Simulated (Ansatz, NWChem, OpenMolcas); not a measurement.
## A ladder of methods for CH6Ge (methyl germane)

CH6Ge: 8 atoms, total charge 0, spin state singlet. As SMILES, `[CH3][GeH3]`. The coordinates come from a PBE0-D4/def2-TZVP relaxation.

```xyz
8

C    -0.3109    0.1903   -0.9714
Ge    0.2969   -0.1819    0.8467
H    -1.3801    0.4042   -0.9765
H     0.2188    1.0522   -1.3784
H    -0.1246   -0.6694   -1.6160
H     0.0307    1.0282    1.7601
H     1.8071   -0.4796    0.8577
H    -0.4457   -1.4012    1.4221
```

Each level gives the HOMO–LUMO gap (eV). The values are calculated.

| level | kind | program | value (eV) |
| --- | --- | --- | --- |
| SVWN5/def2-SVPD | LDA | OpenMolcas | 7.43 |
| PBE/def2-SVPD | GGA | OpenMolcas | 7.42 |
| revPBE/def2-SVPD | GGA | NWChem | 7.41 |
| TPSS/def2-SVPD | meta-GGA | NWChem | 7.71 |
| r2SCAN/def2-SVPD | meta-GGA | NWChem | 8.38 |
| BHLYP/def2-SVPD | global hybrid | NWChem | 10.96 |
| PBE0/def2-SVPD | global hybrid | Ansatz | 9.34 |
| B2PLYP/def2-SVPD | double hybrid | Ansatz | 11.10 |

All-electron rows without a relativistic Hamiltonian named are non-relativistic. The values span 7.41 to 11.10 eV. Orbital gaps aren't excitation energies, and those of double hybrids come from the SCF part alone; they tend to grow with the share of exact exchange.

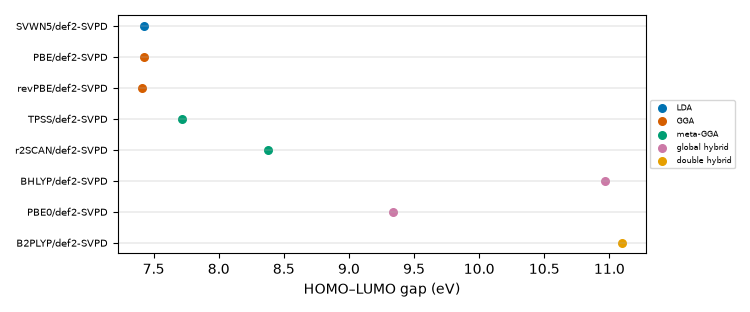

The values of the table, level by level.
